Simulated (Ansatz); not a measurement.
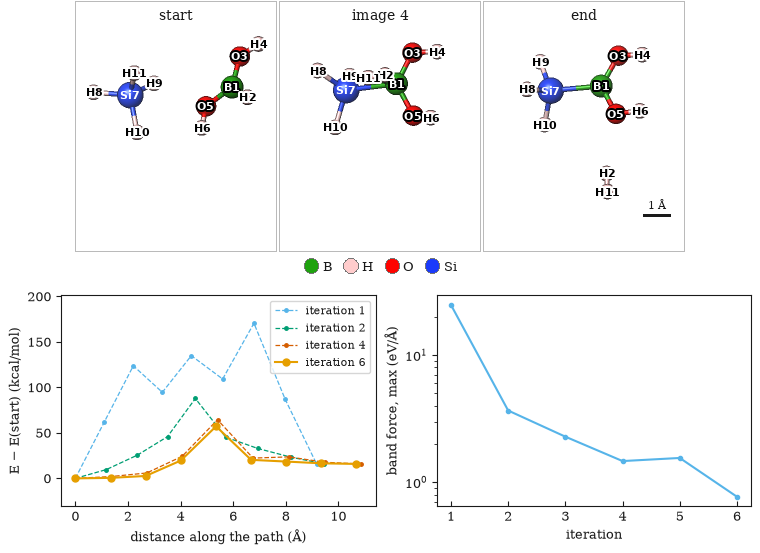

A nudged-elastic-band calculation for BSiH$_{7}$O$_{2}$, made up at the start of BH3O2 and SiH4. Images are numbered from 0 (start) to 8 (end). The plot follows the band through its iterations. A ball-and-stick model, seen at a tilt.

The calculation used RKS CAM-B3LYP/def2-SVP in Ansatz 0.2.0. Settings: 7 movable images; climbing image; force threshold 0.05 eV/Å; iteration limit 6; starting path through a guess of the saddle point.

Judge this run.

The result isn't final. The band hadn't converged when the run stopped after 6 iterations. The largest component of the band force went from 25 to 0.77 eV/Å. The barrier read from it is provisional: over the last two iterations the highest image moved from 64.5 kcal/mol to 57.2 kcal/mol. The iteration limit was low. The first iteration put the highest image at 170.6 kcal/mol. The highest point, image 4, lies 57.2 kcal/mol above the start and 41.3 kcal/mol above the end; the end is at +15.9 kcal/mol relative to the start.

Limits of the set-up: the start holds two separate molecules, 2.8 Å apart at their closest, whose relative position is a soft coordinate and is computed without a dispersion correction.

The run took 52 s on 4 threads of Arm Neoverse V1, on a shared host, peak memory 0.25 GiB.
